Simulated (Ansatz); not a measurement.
# Response to strain in hypothetical rutile SnSe2

The parent structure is SnSe$_{2}$ in the rutile structure (space group P4_2/mnm, No. 136; a = 6.482 Å, c = 3.973 Å; a hypothetical phase, not in the database extracts checked). Axes: x, y, z lie along a, b, c of the conventional cell.

Strains are applied to the cell and any free atomic positions relax; under biaxial strain the out-of-plane vector relaxes too.

All numbers come from Kohn–Sham DFT with the r2SCAN functional, run in Ansatz (a first-principles code) with PAW and 500 eV plane waves, no SOC.

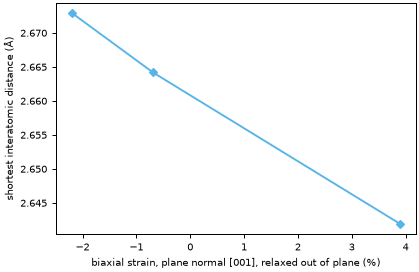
Fig. 1. Shortest interatomic distance against biaxial strain, plane normal [001], relaxed out of plane

```json
[
 {"biaxial strain, plane normal [001], relaxed out of plane (%)": "-2.19", "shortest interatomic distance": "2.673 Å"},
 {"biaxial strain, plane normal [001], relaxed out of plane (%)": "-0.69", "shortest interatomic distance": "2.664 Å"},
 {"biaxial strain, plane normal [001], relaxed out of plane (%)": "3.89", "shortest interatomic distance": "2.642 Å"}
]
```

Stability against distortions was not tested. All final runs are without spin polarisation.
